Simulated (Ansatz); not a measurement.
**AlBClH2N (SMILES [Cl][Al]1[BH][NH]1): density, localisation and related maps**

Input file:

```
crystal:
  periodic: [false, false, false]
  atoms:
    - { symbol: Cl, position_ang: [-1.4646, -2.8591, 0.2871] }
    - { symbol: Al, position_ang: [-0.3384, -0.9498, 0.1654] }
    - { symbol: B, position_ang: [0.6658, 0.6588, -0.7041] }
    - { symbol: "N", position_ang: [0.4701, 0.5946, 0.8359] }
    - { symbol: H, position_ang: [1.1053, 1.2356, -1.6503] }
    - { symbol: H, position_ang: [-0.3961, 1.256, 1.0198] }
basis:
  gaussian: { orbitals: def2-SVP }
hamiltonian:
  xc: pbe0
  dispersion: d4
relax:
  f_tol: 0.02
  max_steps: 40
scf:
  lower_state_search: "off"
output:
  orbitals: {}
```

Launched as:

```sh
ansatz run input.yaml --threads 1 --pin off --max-ram 2048MiB --backend cpu --events-out ev --progress --plain --runs-dir out
```

The fields are those of the relaxed geometry.

The calculation used Ansatz 0.2.0, RKS PBE0-D4/def2-SVP.

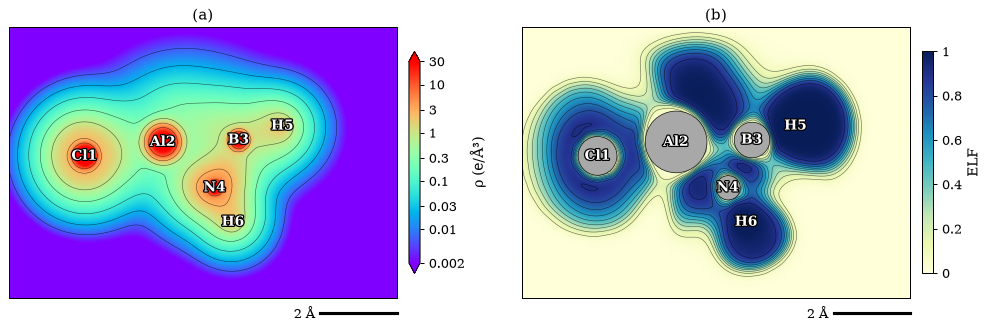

Figure 1. (a) total electron density; (b) electron localisation function on the molecular plane. Grey discs cover the atomic cores in the ELF map.

What do the fields say about this system?

Answer. The section cuts through Cl, Al, B, N and H sites. B–N (1.40 Å): ρ at the midpoint is about 1.9 e/Å³; the ELF peaks at about 0.90 between the atoms (a shared but strongly polarised pair). Al–N (1.82 Å): ρ at the midpoint is about 0.69 e/Å³; the ELF peaks at about 0.85 in the valence shell of N, 0.6 Å from its nucleus, and is about 0.40 at the midpoint. Al–B (1.99 Å): ρ at the midpoint is about 0.51 e/Å³; the ELF peaks at about 0.60 in the valence shell of B, 0.8 Å from its nucleus, and is about 0.45 at the midpoint. Al–Cl (2.10 Å): ρ at the midpoint is about 0.71 e/Å³; the ELF peaks at about 0.85 in the valence shell of Cl, 0.9 Å from its nucleus, and is about 0.80 at the midpoint. N–H (1.02 Å): the density is about 2.7 e/Å³ at the midpoint; the ELF climbs to about 1 towards the hydrogen, as it does in any bond to H (a covalent bond by its length). The ELF also peaks beside Cl1, away from the bonds: lone-pair regions.

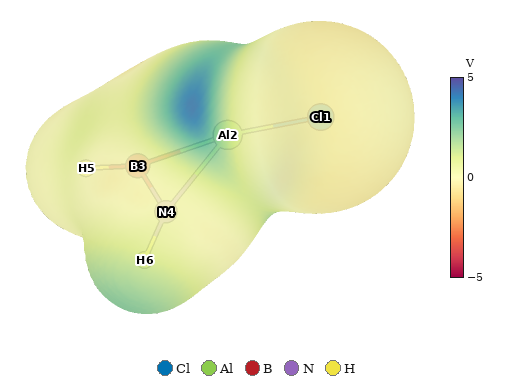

Figure 2. The molecular electrostatic potential painted on the density surface at 0.004 e/bohr³, seen at a tilt; the colour scale runs from red (negative) to blue (positive).

Describe the electrostatic potential map.

Answer. The most negative region (about −1.0 V, or −23 kcal/mol for a unit charge) lies over H5, the most positive (about +4.0 V, or +92 kcal/mol for a unit charge) over Al2.

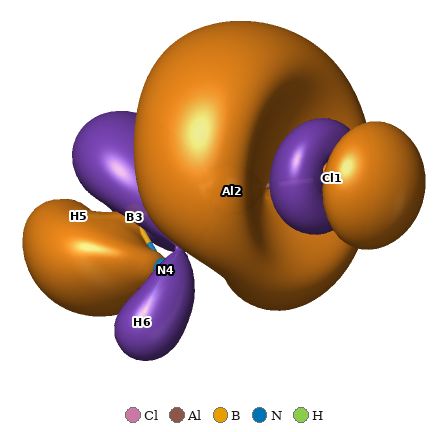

Figure 3. One frontier orbital at ±0.05 Å⁻³ᐟ² (orange and purple are the two phases), seen at a tilt.

Which orbital is it: HOMO or LUMO?

Answer. The LUMO, at −1.15 eV. It lies mainly on Al2 (about 55 %), B3 (about 25 %) and Cl1 (about 15 %); it is symmetric in the molecular plane (an in-plane orbital: σ, lone-pair or in-plane π type).
